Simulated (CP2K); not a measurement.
Consider methylketene at its PBE geometry (Å).

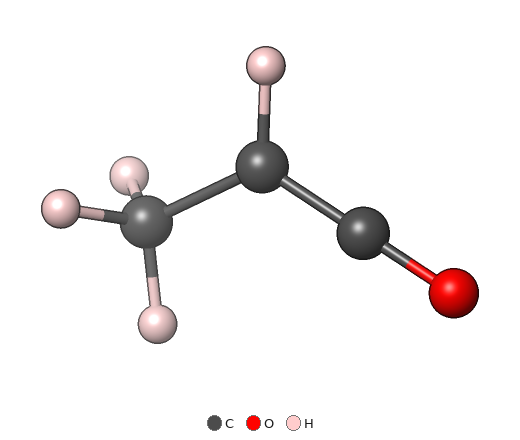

The molecule (carbon dark grey, oxygen red, hydrogen pink).

```xyz
8

C    -0.9191   -0.3318   -0.1078
C     0.2895    0.5041    0.2510
C     1.5305    0.1644   -0.0318
O     2.6427   -0.1405   -0.2862
H    -0.6291   -1.2503   -0.6319
H    -1.6047    0.2251   -0.7629
H    -1.4788   -0.6231    0.7930
H     0.1690    1.4521    0.7767
```

Method: CP2K XAS_TDP, all-electron GAPW, PBEh(45%), aug-cc-pVDZ, TDA, GW2X-corrected core level, no relativity.

**Question.** Where do the C K-edge lines lie, and how strong are they?

Leading lines: C1 289.60 eV, C2 289.22 eV and C3 288.95 eV. The leading line of an atom is its first one with 35 % of the strongest within 2.5 eV of its lowest line over the strength cut. Core ionisation energies at this level: C2 292.15, C3 296.26 and C1 292.74 eV.

The first six lines of each atom with a strength over 0.0015:

| atom | energy (eV) | states | strength, one atom | above the computed threshold |
| --- | --- | --- | --- | --- |
| C1 (bonded to C and 3 H) | 289.60 | 1 | 0.0083 |  |
|  | 290.63 | 1 | 0.0128 |  |
|  | 291.27 | 1 | 0.0222 |  |
|  | 291.34 | 1 | 0.0216 |  |
|  | 292.64 | 1 | 0.0048 |  |
|  | 293.02 | 1 | 0.0038 | yes |
| C2 (bonded to 2 C and H) | 289.22 | 1 | 0.0408 |  |
|  | 290.14 | 1 | 0.0040 |  |
|  | 290.88 | 1 | 0.0078 |  |
|  | 291.25 | 1 | 0.0037 |  |
|  | 292.21 | 1 | 0.0015 | yes |
|  | 292.30 | 1 | 0.0048 | yes |
| C3 (bonded to C and O) | 288.95 | 1 | 0.0730 |  |
|  | 292.15 | 1 | 0.0691 |  |
|  | 296.43 | 1 | 0.0017 | yes |
|  | 300.86 | 1 | 0.0041 | yes |
|  | 301.14 | 1 | 0.0016 | yes |
|  | 301.93 | 1 | 0.0042 | yes |

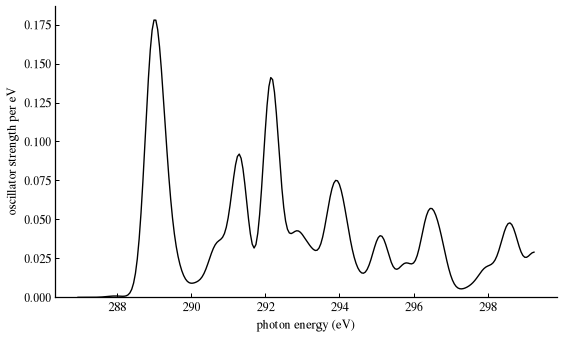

All atoms added, broadened by 0.5 eV.

Lines are vertical, at one geometry, with no vibrational structure. GW2X ionisation energies and lines can be off by 1 to 2 eV either way, and a good line position may hide errors that cancel. These values hold no scalar relativity, about 0.1 eV for C 1s. Rydberg lines, and the discretised continuum above threshold, depend on the basis and the box.

[Banner, clock and machine lines of the logs are left out without a mark of their own.]

[Logs are printed without paths, hosts, clocks, repeated set-up lines and the standing remarks that a program may print on its own settings, such as how far it seeks lower states.]

[Hosts, paths, dates, database ids (printed as entryN), source tags and the programs' standing remarks are cut or masked in the printed files.]
